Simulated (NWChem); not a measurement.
**C2H3Cl2 (SMILES C[C](Cl)Cl): levels of theory compared**

Aim: a comparison of 4 runs (UHF/STO-3G, UHF/3-21G, UB3LYP/6-31G*) of C2H3Cl2. 

Program for the calculation: NWChem 7.3.0.

## 1. The molecule

The species is C2H3Cl2 (7 atoms), meant as a doublet with charge 0. As SMILES, `C[C](Cl)Cl`. The shape is that of a GFN2-xTB optimisation.

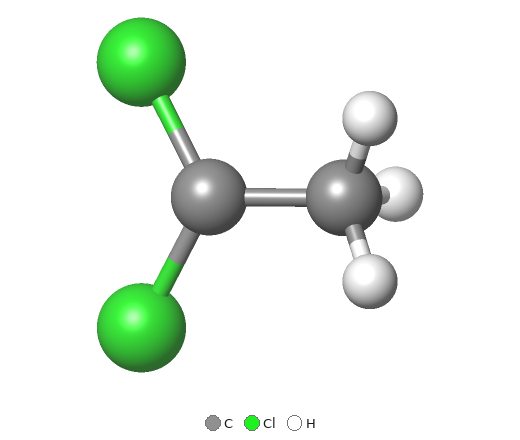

Viewed from a chosen angle; carbon grey, chlorine green, hydrogen white.

## 2. Energy and forces at UHF/STO-3G (run 1)

File struct.nw:

```
START struct
TITLE "C2H3Cl2"
memory 2200 mb

GEOMETRY noautosym nocenter noautoz
C    -0.078640    0.701940   -0.109480
C     0.198520   -0.755870   -0.103350
Cl    1.430580   -1.343390    0.928570
Cl   -1.105810   -1.830040   -0.373440
H    -0.698950    0.951250   -0.967660
H    -0.604730    1.025860    0.795490
H     0.859030    1.250240   -0.170130
END

BASIS spherical bse
* library STO-3G
END

SCF
nopen 1
uhf
thresh 1e-08
maxiter 80
print medium
END

TASK scf gradient
```

On the command line:

```console
nwchem struct.nw > struct.out
```

Standard output:

```text
[...]
  functions       =    31
[...]
  wavefunction    = UHF
[...]
         Total SCF energy =   -985.664601314850
      One electron energy =  -1757.997179863389
      Two electron energy =    573.165288400433
 Nuclear repulsion energy =    199.167290148106
                       Sz =      0.5000
                 Sz(Sz+1) =      0.7500
                      S^2 =      0.7646
[...]
                         UHF ENERGY GRADIENTS
    atom               coordinates                        gradient
                 x          y          z           x          y          z
   1 C      -0.148608   1.326474  -0.206887    0.008046  -0.034820  -0.002797
   2 C       0.375148  -1.428387  -0.195303   -0.007281  -0.016623   0.020608
   3 Cl      2.703404  -2.538639   1.754743   -0.040610   0.016668  -0.032401
   4 Cl     -2.089678  -3.458274  -0.705699    0.042507   0.032687   0.010263
   5 H      -1.320824   1.797602  -1.828612   -0.001302  -0.000649  -0.000254
   6 H      -1.142774   1.938594   1.503258   -0.002550   0.003003   0.003692
   7 H       1.623331   2.362611  -0.321499    0.001189  -0.000266   0.000889
[...]
```

Run time: 2.4 s. Hardware: 1 thread of AMD EPYC 9R14 (Zen 4), shared host; peak memory 0.097 GiB.

## 3. Energy and forces at UHF/3-21G (run 2)

File c2h3cl2.nw:

```
start c2h3cl2
memory total 2200 mb
charge 0

geometry units angstroms noautosym nocenter noautoz
  C     -0.078640     0.701940    -0.109480
  C      0.198520    -0.755870    -0.103350
  Cl     1.430580    -1.343390     0.928570
  Cl    -1.105810    -1.830040    -0.373440
  H     -0.698950     0.951250    -0.967660
  H     -0.604730     1.025860     0.795490
  H      0.859030     1.250240    -0.170130
end

basis spherical bse
  * library 3-21G
end

scf
  doublet
  uhf
  thresh 1e-08
  maxiter 80
  noprint "final vectors analysis"
end

task scf gradient
```

On the command line:

```console
nwchem c2h3cl2.nw > c2h3cl2.out
```

Standard output:

```text
[...]
  functions       =    50
[...]
  wavefunction    = UHF
[...]
         Total SCF energy =   -991.578063027928
      One electron energy =  -1764.583053501652
      Two electron energy =    573.837700325619
 Nuclear repulsion energy =    199.167290148106
                       Sz =      0.5000
                 Sz(Sz+1) =      0.7500
                      S^2 =      0.7657
[...]
                         UHF ENERGY GRADIENTS
    atom               coordinates                        gradient
                 x          y          z           x          y          z
   1 C      -0.148608   1.326474  -0.206887    0.001560  -0.010480   0.000739
   2 C       0.375148  -1.428387  -0.195303   -0.001289  -0.039559   0.017494
   3 Cl      2.703404  -2.538639   1.754743   -0.037066   0.015432  -0.029346
   4 Cl     -2.089678  -3.458274  -0.705699    0.038562   0.030018   0.009470
   5 H      -1.320824   1.797602  -1.828612   -0.002917  -0.000223  -0.002946
   6 H      -1.142774   1.938594   1.503258   -0.002888   0.003784   0.004085
   7 H       1.623331   2.362611  -0.321499    0.004038   0.001028   0.000504
[...]
```

Run time: 2.9 s. Hardware: 1 thread of AMD EPYC 9R14 (Zen 4), shared host; peak memory 0.097 GiB.

Run 3 isn't shown in full; the table further down has it.

## 4. Energy and gradient at UB3LYP/6-31G(d) (Cartesian functions) (run 4)

File c2h3cl2.nw:

```
start c2h3cl2
memory 2200 mb

geometry units angstroms noautosym nocenter noautoz
 C     -0.078640     0.701940    -0.109480
 C      0.198520    -0.755870    -0.103350
 Cl     1.430580    -1.343390     0.928570
 Cl    -1.105810    -1.830040    -0.373440
 H     -0.698950     0.951250    -0.967660
 H     -0.604730     1.025860     0.795490
 H      0.859030     1.250240    -0.170130
end

basis
 * library 6-31G*
end

dft
 xc b3lyp
 mult 2
 grid xfine
 convergence energy 1e-08
 iterations 100
 mulliken
 print medium
end

task dft gradient
```

On the command line:

```console
nwchem c2h3cl2.nw > c2h3cl2.out
```

Standard output:

```text
[...]
          Wavefunction type:  spin polarized.
          No. of atoms     :     7
          No. of electrons :    49
[...]
          Charge           :     0
          Spin multiplicity:     2
[...]
          AO basis - number of functions:    74
[...]
              XC Information
              --------------
                         B3LYP Method XC Potential
                     Hartree-Fock (Exact) Exchange  0.200
                        Slater Exchange Functional  0.800 local
                    Becke 1988 Exchange Functional  0.720 non-local
              Lee-Yang-Parr Correlation Functional  0.810
                  VWN I RPA Correlation Functional  0.190 local
[...]
 d= 0,ls=0.0,diis     1   -998.2702200029 -1.20D+03  1.05D-02  2.40D-01     3.1
[...]
 d= 0,ls=0.0,diis    12   -998.3565900104 -5.97D-10  1.04D-07  3.18D-11    30.8
[...]
         Total DFT energy =     -998.356590010433
      One electron energy =    -1770.966018632443
           Coulomb energy =      641.919918401520
    Exchange-Corr. energy =      -68.477779927616
 Nuclear repulsion energy =      199.167290148106
[...]
      Total Density - Mulliken Population Analysis
     ---------------------------------------------
    Atom       Charge   Shell Charges
 -----------   ------   -------------------------------------------------------
    1 C    6     6.45   1.99  0.68  2.15  0.63  0.98  0.03
    2 C    6     6.17   1.99  0.71  1.92  0.63  0.88  0.04
    3 Cl  17    16.96   2.00  1.99  5.97  1.47  3.60  0.52  1.42 -0.01
    4 Cl  17    16.96   2.00  1.99  5.97  1.47  3.60  0.52  1.42 -0.01
    5 H    1     0.81   0.52  0.29
    6 H    1     0.82   0.52  0.30
    7 H    1     0.81   0.52  0.29
[...]
      <S2> =      0.7535 (Exact =     0.7500)
[...]
  wavefunction    = open shell
                         DFT ENERGY GRADIENTS
    atom               coordinates                        gradient
                 x          y          z           x          y          z
   1 C      -0.148608   1.326474  -0.206887   -0.000164  -0.000703   0.000448
   2 C       0.375148  -1.428387  -0.195303   -0.000467  -0.005890   0.003282
   3 Cl      2.703404  -2.538639   1.754743   -0.012146   0.004116  -0.008525
   4 Cl     -2.089678  -3.458274  -0.705699    0.012055   0.008827   0.003890
   5 H      -1.320824   1.797602  -1.828612    0.002113  -0.002116   0.003437
   6 H      -1.142774   1.938594   1.503258    0.001767  -0.001033  -0.003172
   7 H       1.623331   2.362611  -0.321499   -0.003157  -0.003200   0.000640
[...]
```

Wall time 36 s (1 thread of AMD EPYC 9R14 (Zen 4), shared host); peak memory 0.14 GiB.

## 5. The series

```
run                                level  iteration cap  module  energy (Eh)  dipole moment (D)   ⟨S²⟩  largest force (eV/Å)  wall time
  1                           UHF/STO-3G             80     scf  -985.664601               2.18  0.765                 2.807      2.4 s
  2                            UHF/3-21G             80     scf  -991.578063               2.22  0.766                 2.560      2.9 s
  3  UB3LYP/6-31G* (spherical functions)            100     dft  -998.348377               1.64  0.753                 0.774       33 s
  4  UB3LYP/6-31G* (Cartesian functions)            100     dft  -998.356590               1.64  0.753                 0.794       36 s
```

## 6. Summary of results

| quantity | value |
| --- | --- |
| run 4: total energy | -998.35659 Eh |
| run 4: dipole moment | 1.64 D |
| run 4: HOMO energy (highest over α and β) | -5.64 eV |
| run 4: LUMO energy (lowest over α and β) | -1.95 eV |
| run 4: ⟨S²⟩ | 0.753 |
| run 4: largest force on an atom | 0.794 eV/Å |

In words: The dipole moment (its size) runs from 1.64 D (UB3LYP/6-31G*) to 2.22 D (UHF/3-21G). The two ends differ in method and basis. In run 1 the basis is minimal, so the values are rough. All runs together took 74 s, the longest 36 s.
